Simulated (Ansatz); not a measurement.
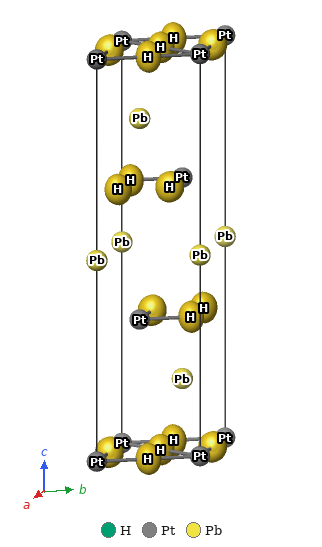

Figure 1: H₃PtPb. Isosurface of the ELF at 0.8 (yellow), seen slightly off an axis. Core shells and regions of very low density are left out. Sticks mark near contacts.

Space group R-3m; a structure generated by program, which may or may not match a known phase; computed without spin polarisation.

Method: DFT PBE, scalar-relativistic, plane waves, PAW in Ansatz.

In a PAW calculation such maps are meaningful between the atoms, not at the nuclei.

### Where are the electrons localised?

The surface consists of nine regions around hydrogen nuclei, counted in one cell of 15 atoms. Any copies at cell faces, edges or corners count once. Along the contacts the grid gives the following. Pt–H (1.88 Å): the ELF climbs to about 1 towards the hydrogen. Pb–H (2.61 Å): the ELF climbs to about 1 towards the hydrogen.

### What Bader charges does the calculation give?

Electrons move from Pb towards Pt. Bader charges: H −0.06, Pt −0.49 and Pb +0.66 e.
